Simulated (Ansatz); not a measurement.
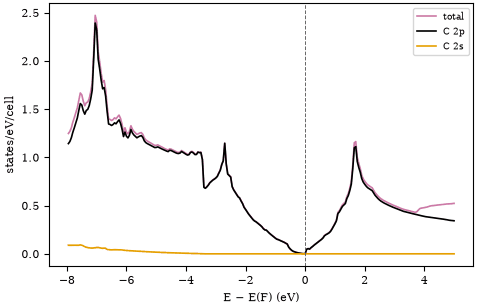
Total and projected density of states of C in space group Fmmm (No. 69; C on 8h), r²SCAN in the plane-wave PAW code Ansatz

Task: Which orbitals carry the states next to the Fermi level?

Result: Within 0.5 eV of the Fermi level: C 2p 99 %. Projections are on Löwdin-orthogonalised atomic valence shells; empty p or d shells of many metals are not among them.

Task: Where is the tallest occupied peak in this window, and what makes it?

Result: Near -7.0 eV, about 2.5 states/eV per cell; the largest projected share is C 2p.

The first step of the workflow began from a Materials Project structure, measured or hypothetical; the Crystallography Open Database files this formula in space group No. 69, but the cells were not matched. It is not the phase usual at ambient conditions (space group No. 194, 227). Symmetry was held in the r²SCAN relaxation; its stability against distortions is not shown here. A crystal of weakly bound layers computed without a dispersion correction: the cell and the soft elastic constants depend strongly on that.

Potentials: the later of the program's two PAW sets.
